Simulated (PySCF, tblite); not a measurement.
# C5H9O3 radical: geometry, infrared bands and EPR parameters

Aim: predict the infrared bands and EPR parameters of C5H9O3 radical (`[CH2][C@@H]1OCO[C@@H]1OC`).

Computed with tblite 0.8.0 and PySCF 2.14.0, with density-fitted response routines of our own, on a single molecule in the gas phase. Atoms are numbered from 0 throughout.

**1. Starting geometry**

17 atoms, charge 0, multiplicity 2; geometry from: force field or distance geometry start.

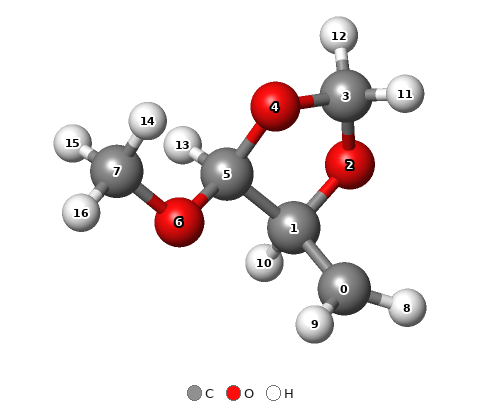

The starting geometry (carbon grey, oxygen red, hydrogen white), atoms numbered; sticks join atoms by distance.

**2. Geometry optimisation with GFN2-xTB**

What the job is given:

```
{"job": {"kind": "relax", "xc": "GFN2-xTB", "basis": "xTB"}, "charge": 0, "multiplicity": 2}
C     -1.634400    -0.967700    -1.066100
C     -0.971500    -0.889200     0.257500
O     -1.786900    -0.109500     1.127400
C     -1.262400     1.225900     1.013200
O      0.012800     1.213000     0.385200
C      0.374100    -0.164600     0.327800
O      1.231700    -0.487700    -0.763600
C      2.485700     0.184800    -0.668100
H     -2.714200    -1.074600    -1.117000
H     -1.057000    -1.133300    -1.954200
H     -0.884700    -1.911900     0.663100
H     -1.954000     1.843100     0.449500
H     -1.163700     1.638100     2.037700
H      0.883400    -0.409600     1.274800
H      2.341800     1.272100    -0.742800
H      2.989000    -0.074700     0.272500
H      3.103400    -0.142200    -1.506800
```

On the command line:

```bash
OMP_NUM_THREADS=1 python probes_run.py task.json out
```

One launch serves the whole session: the jobs run in the order shown.

Standard output:

```text
step      E/eV     max force
  0    -745.40499    1.477
  1    -745.49511    0.660
  2    -745.51845    0.348
  3    -745.53070    0.305
  4    -745.54382    0.235
  5    -745.54979    0.161
  6    -745.55471    0.153
  7    -745.55837    0.167
  8    -745.56201    0.147
  9    -745.56522    0.153
 10    -745.56821    0.153
 11    -745.57124    0.138
 12    -745.57487    0.153
 13    -745.57861    0.141
 14    -745.58145    0.145
 15    -745.58358    0.140
 16    -745.58555    0.124
 17    -745.58770    0.113
 18    -745.59027    0.135
 19    -745.59267    0.115
 20    -745.59453    0.100
 21    -745.59609    0.129
 22    -745.59798    0.146
 23    -745.60066    0.152
 24    -745.60424    0.161
 25    -745.60866    0.182
 26    -745.61362    0.191
 27    -745.61870    0.162
 28    -745.62390    0.151
 29    -745.62890    0.138
 30    -745.63348    0.176
 31    -745.63758    0.168
 32    -745.64078    0.298
 33    -745.63490    0.354
 34    -745.64550    0.162
 35    -745.64754    0.235
 36    -745.65329    0.142
 37    -745.65703    0.153
 38    -745.66104    0.158
 39    -745.66514    0.196
 40    -745.66897    0.155
 41    -745.67280    0.158
 42    -745.67644    0.147
 43    -745.67987    0.204
 44    -745.68270    0.143
 45    -745.68611    0.156
 46    -745.68959    0.138
 47    -745.69448    0.120
 48    -745.69653    0.132
 49    -745.69878    0.097
 50    -745.70024    0.104
 51    -745.70161    0.109
 52    -745.70299    0.108
 53    -745.70429    0.091
 54    -745.70536    0.071
 55    -745.70627    0.090
 56    -745.70739    0.083
 57    -745.70876    0.094
 58    -745.71034    0.079
 59    -745.71189    0.102
 60    -745.71365    0.137
 61    -745.71616    0.146
 62    -745.72063    0.179
 63    -745.72458    0.300
 64    -745.72924    0.188
 65    -745.73231    0.128
 66    -745.73526    0.145
 67    -745.73668    0.179
 68    -745.73902    0.133
 69    -745.74303    0.205
 70    -745.74482    0.213
 71    -745.74724    0.123
 72    -745.74908    0.093
 73    -745.75064    0.101
 74    -745.75158    0.086
 75    -745.75251    0.092
 76    -745.75321    0.103
 77    -745.75406    0.091
 78    -745.75507    0.125
 79    -745.75633    0.101
 80    -745.75721    0.086
 81    -745.75773    0.054
 82    -745.75805    0.047
 83    -745.75836    0.039
 84    -745.75866    0.032
 85    -745.75896    0.029
 86    -745.75915    0.034
 87    -745.75934    0.030
 88    -745.75949    0.031
 89    -745.75963    0.027
 90    -745.75976    0.032
 91    -745.75988    0.035
 92    -745.75997    0.033
 93    -745.76006    0.039
 94    -745.76018    0.037
 95    -745.76036    0.046
 96    -745.76062    0.040
 97    -745.76090    0.041
 98    -745.76115    0.036
 99    -745.76135    0.033
100    -745.76149    0.041
101    -745.76159    0.037
102    -745.76165    0.025
103    -745.76170    0.024
104    -745.76175    0.016
105    -745.76182    0.017
106    -745.76189    0.019
107    -745.76195    0.021
108    -745.76202    0.023
109    -745.76210    0.019
110    -745.76217    0.017
111    -745.76223    0.015
112    -745.76226    0.014
113    -745.76230    0.012
114    -745.76232    0.009
```

Wall time 0.67 s (1 thread of Arm Neoverse V1, shared host).

Along the way: (not every step is listed)

```tsv
step	energy from step 0 (eV)	largest force (eV/Å)
0	0.0000	1.4766
1	-0.0901	0.6603
2	-0.1135	0.3475
3	-0.1257	0.3048
4	-0.1388	0.2349
5	-0.1448	0.1605
6	-0.1497	0.1528
7	-0.1534	0.1669
8	-0.1570	0.1468
18	-0.1853	0.1351
28	-0.2189	0.1508
38	-0.2560	0.1579
48	-0.2915	0.1316
58	-0.3053	0.0789
68	-0.3340	0.1330
78	-0.3501	0.1255
88	-0.3545	0.0308
98	-0.3562	0.0364
108	-0.3570	0.0226
109	-0.3571	0.0191
110	-0.3572	0.0170
111	-0.3572	0.0154
112	-0.3573	0.0136
113	-0.3573	0.0117
114	-0.3573	0.0088
```

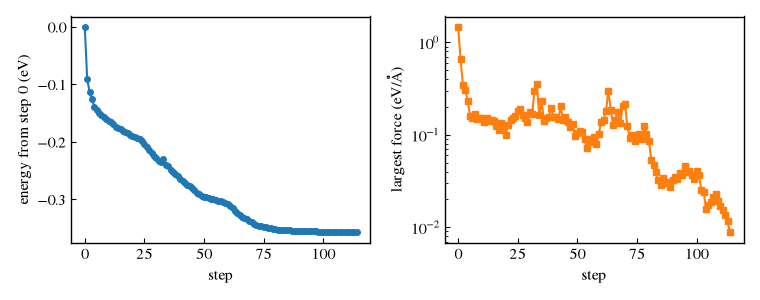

Energy and force, step by step.

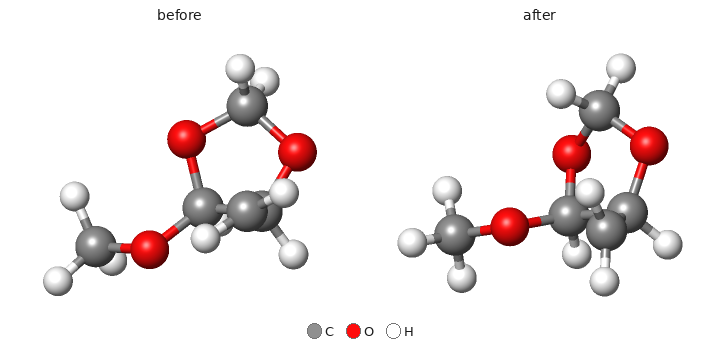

Before and after, at one scale.

Close pairs (by a distance rule), those that changed most:

```tsv
bond	before (Å)	after (Å)	change (Å)
C1–C5	1.530	1.584	+0.054
O2–C3	1.439	1.393	-0.046
C5–O6	1.425	1.390	-0.035
O4–C5	1.425	1.400	-0.026
C3–H11	1.085	1.106	+0.021
C0–C1	1.482	1.464	-0.018
C3–O4	1.422	1.404	-0.017
C3–H12	1.109	1.092	-0.017
```

The final coordinates are the input of the step that follows.

**3. Infrared spectrum with GFN2-xTB**

What the job is given:

```
{"job": {"kind": "ir", "xc": "GFN2-xTB", "basis": "xTB"}, "charge": 0, "multiplicity": 2}
C     -1.437324    -1.244536    -1.005767
C     -1.067607    -0.912772     0.371768
O     -1.890359     0.094859     0.943434
C     -1.136497     1.266164     0.982818
O      0.184365     0.871158     1.249110
C      0.385120    -0.296753     0.504555
O      0.883120    -0.058146    -0.771377
C      2.215299     0.415197    -0.776918
H     -1.941778    -0.519683    -1.610582
H     -1.132239    -2.178502    -1.429990
H     -1.128682    -1.797815     1.019775
H     -1.187706     1.804554     0.018258
H     -1.490730     1.903028     1.796069
H      1.074923    -0.935393     1.077859
H      2.298454     1.359854    -0.232808
H      2.888205    -0.321610    -0.324126
H      2.476436     0.562425    -1.821987
```

Standard output:

```text
mode    cm-1     km/mol
  1      53.5      1.49
  2     104.8      5.22
  3     163.1      0.60
  4     180.9      0.17
  5     181.5      3.50
  6     221.9      8.71
  7     301.9      1.63
  8     402.1     20.04
  9     457.2     25.17
 10     506.7     17.37
 11     549.8     31.97
 12     710.1      2.51
 13     762.0      2.21
 14     864.2      4.81
 15     888.4     24.09
 16     949.4     75.18
 17     993.3    100.34
 18    1012.4     85.60
 19    1042.7     65.98
 20    1067.9     75.99
 21    1094.1     96.22
 22    1112.7     51.45
 23    1132.0      3.78
 24    1136.3     48.79
 25    1157.4      4.90
 26    1173.8      4.20
 27    1198.1     29.50
 28    1236.5     47.35
 29    1286.1      4.95
 30    1305.4     15.76
 31    1325.3     13.38
 32    1370.2      1.33
 33    1392.8      0.51
 34    1458.0      6.10
 35    1469.2      2.40
 36    1480.5      4.46
 37    2807.3     65.58
 38    2859.0     39.07
 39    2873.4     59.58
 40    2920.8     46.09
 41    2956.3     27.99
 42    2984.1     21.44
 43    3034.7     12.75
 44    3154.6      4.49
 45    3208.6     13.30
```

Run time: 0.51 s. Hardware: 1 thread of Arm Neoverse V1, shared host.

The strongest bands and the atoms that carry them (share of the mass-weighted mode):

```tsv
cm⁻¹	km/mol	atoms
949	75.2	C3 26 %, C5 17 %, O4 17 %
993	100.3	C5 19 %, C3 17 %, O2 11 %, C1 11 %
1012	85.6	C5 49 %, C7 10 %
1043	66.0	C3 25 %, O4 21 %, C1 12 %
1068	76.0	O2 21 %, C1 20 %, C3 19 %
1094	96.2	O6 45 %, C7 23 %, C5 13 %
2807	65.6	H11 93 %
2873	59.6	H10 84 %
```

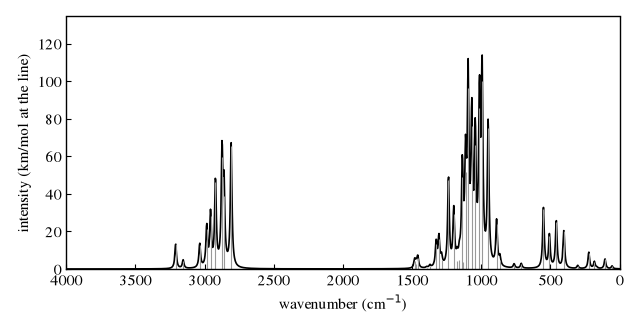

The infrared spectrum from these modes, unscaled. Lines are broadened to a width of 14 cm⁻¹ (Lorentzian).

**4. g tensor and hyperfine couplings: B3LYP/pcH-1**

The job, as its differences from that of step 3:

```diff
@@ -1,2 +1,2 @@
-{"job": {"kind": "ir", "xc": "GFN2-xTB", "basis": "xTB"}, "charge": 0, "multiplicity": 2}
+{"job": {"kind": "epr", "basis": "pcH-1"}, "charge": 0, "multiplicity": 2}
 C     -1.437324    -1.244536    -1.005767
```

Level: UKS B3LYP, pcH-1 on C H O, non-relativistic, mean-field spin-orbit, GIAO.

Standard output:

```text
UKS, coarse grid
  cycle   1  E = -421.38261856  |g| = 7.01e-01
  cycle   2  E = -421.16308668  |g| = 1.07e+00
  cycle   3  E = -421.54793864  |g| = 7.29e-02
  cycle   4  E = -421.54948585  |g| = 4.03e-02
  cycle   5  E = -421.55007344  |g| = 1.33e-02
  cycle   6  E = -421.55012797  |g| = 4.82e-03
  cycle   7  E = -421.55013828  |g| = 1.13e-03
  cycle   8  E = -421.55013864  |g| = 6.38e-04
UKS, final grid
  cycle   1  E = -421.55015060  |g| = 9.04e-04
  cycle   2  E = -421.55015017  |g| = 1.44e-03
  cycle   3  E = -421.55015090  |g| = 1.27e-04
  cycle   4  E = -421.55015090  |g| = 2.08e-05
E = -421.55015090 Eh   <S^2> = 0.7537 (exact 0.7500)
g shifts (ppm)      1          2          3
  rmc          -150       -150       -150
  gc             10         33         24
  oz_so         -76        540        840
  total        -216        424        714
hyperfine (MHz)  atom isotope    a_iso     a_fc   dipolar eigenvalues
    0   13C      92.82      92.82    -82.60    -82.01    164.60
    1   13C     -37.68     -37.68     -2.69     -0.41      3.10
    2   17O      -3.66      -3.66     -5.91      2.59      3.32
    3   13C      -1.17      -1.17     -0.84      0.02      0.82
    4   17O      -0.28      -0.28     -4.67      2.15      2.52
    5   13C      59.26      59.26     -7.67     -6.70     14.37
    6   17O     -16.35     -16.35     -2.19      0.74      1.45
    7   13C      -0.30      -0.30     -0.45     -0.37      0.82
    8    1H     -62.11     -62.11    -39.56     -0.80     40.36
    9    1H     -63.32     -63.32    -39.53     -0.89     40.42
   10    1H      67.24      67.24     -5.95     -4.16     10.10
   11    1H       0.40       0.40     -2.00     -1.79      3.79
   12    1H       1.63       1.63     -1.23     -0.83      2.06
   13    1H      -3.78      -3.78     -3.89     -2.29      6.18
   14    1H       1.08       1.08     -0.96     -0.85      1.81
   15    1H       0.72       0.72     -0.99     -0.94      1.93
   16    1H       1.71       1.71     -1.10     -0.96      2.05
```

It took 88 s on 1 thread of Arm Neoverse V1, shared host; peak memory 0.98 GiB.

Principal g values 2.00210, 2.00274, 2.00303; g(iso) = 2.00263, against 2.00232 for a free electron.

Hyperfine couplings; where a row names several nuclei, a(iso) is their mean (it holds for fast rotation or exchange) and the dipolar term the largest among them:

```tsv
nuclei	isotope	a(iso) (MHz)	a(iso) (G, at g = 2.0023)	largest dipolar term (MHz)
C0	13C	92.8	33.1	164.6
H10	1H	67.2	24.0	10.1
H8, H9	1H	-62.7	-22.4	40.4
C5	13C	59.3	21.1	14.4
C1	13C	-37.7	-13.4	3.1
O6	17O	-16.4	-5.8	-2.2
H13	1H	-3.8	-1.3	6.2
O2	17O	-3.7	-1.3	-5.9
H12	1H	1.6	0.6	2.1
H14, H15, H16	1H	1.2	0.4	2.1
C3	13C	-1.2	-0.4	-0.8
H11	1H	0.4	0.1	3.8
C7	13C	-0.3	-0.1	0.8
O4	17O	-0.3	-0.1	-4.7
```

Mulliken spin populations:

C0 1.07; C1 -0.07; O2 0.01; C3 0.00; O4 0.01; C5 0.06; O6 0.00; C7 0.00; H8 -0.05; H9 -0.04; H10 0.03; H11 0.00; H12 0.00; H13 0.00; H14 0.00; H15 0.00; H16 0.00

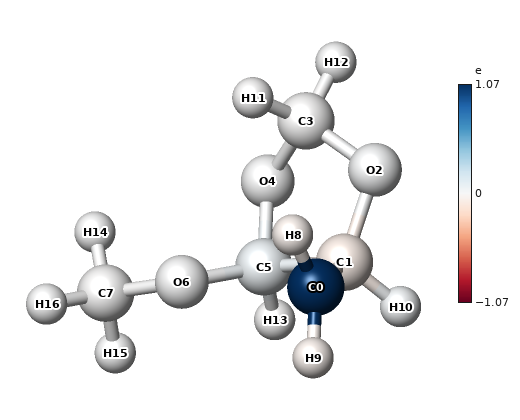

Mulliken spin populations, as colours on the atoms.

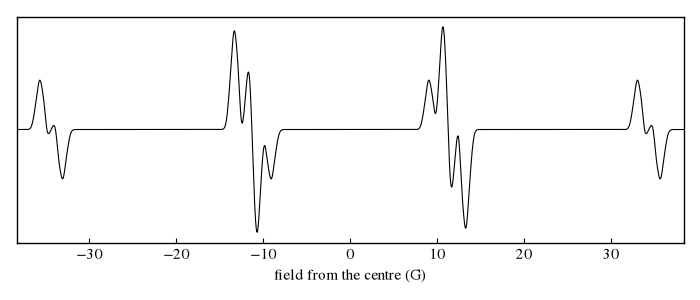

First-order isotropic spectrum (first derivative, main isotopes with spin only, couplings over 0.8 MHz, Gaussian width 0.3 G; couplings of the frozen geometry, rotation of groups not averaged beyond the rows shown).

The fields below are evaluated on a grid from the run's orbitals.

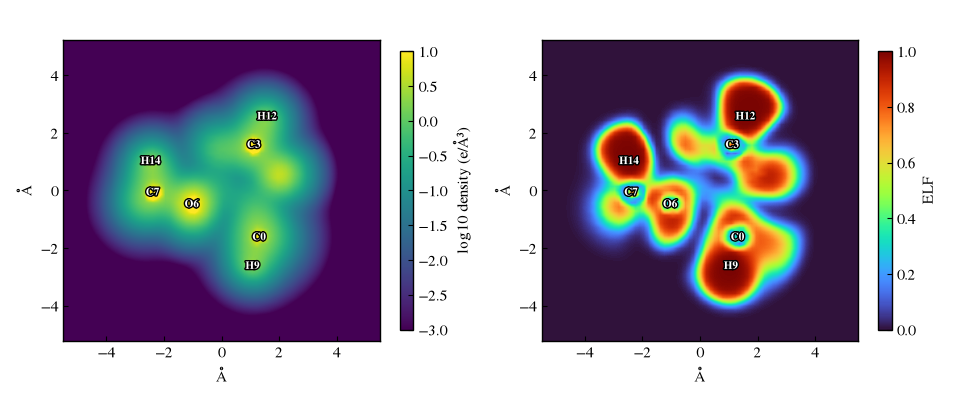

Density (left) and ELF (right) in a plane through or near 7 of the atoms.

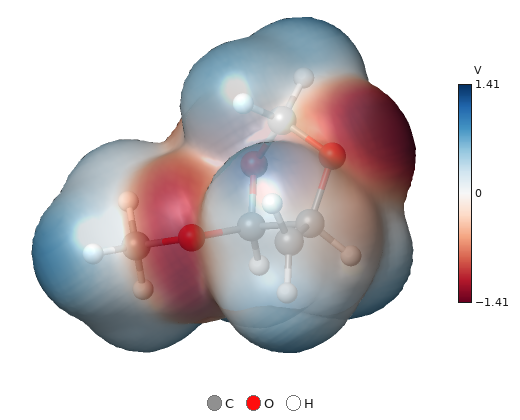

The potential that a unit positive charge feels on the 0.002 e/bohr³ surface, from -1.41 V near O2 to 0.88 V near H13.

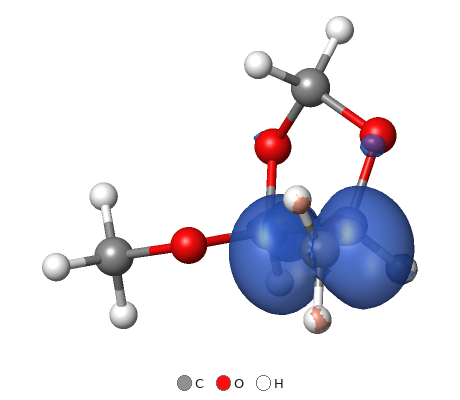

Spin density at ±0.04 e/Å³ (alpha excess blue, beta excess red).

**5. What came out**

| quantity | value |
| --- | --- |
| strongest single infrared mode (GFN2-xTB) | 993 cm⁻¹, 100 km/mol |
| zero-point energy (GFN2-xTB) | 83.7 kcal/mol |
| g(iso) (B3LYP) | 2.00263 |
| ⟨S²⟩ | 0.754 (exact 0.75) |
| largest a(iso) (averaged by class) | 13C on C0, 92.8 MHz |
| surface potential, least and greatest | -1.41 V and 0.88 V |

**Reading.** Over 114 steps the energy fell by 0.357 eV; of the close pairs, C1–C5 changed most, 1.530 to 1.584 Å. All 45 modes are real, so the xTB geometry is a minimum. The strongest single mode, at 993 cm⁻¹, is spread over many atoms; the largest shares are those of C5, C3. Unscaled tight-binding wavenumbers are off by several per cent, some by more. Its intensities can rank the bands wrongly. Most of the unpaired spin sits on C0 (1.07 e). The isotropic g lies 0.3 ppt above the free-electron value.
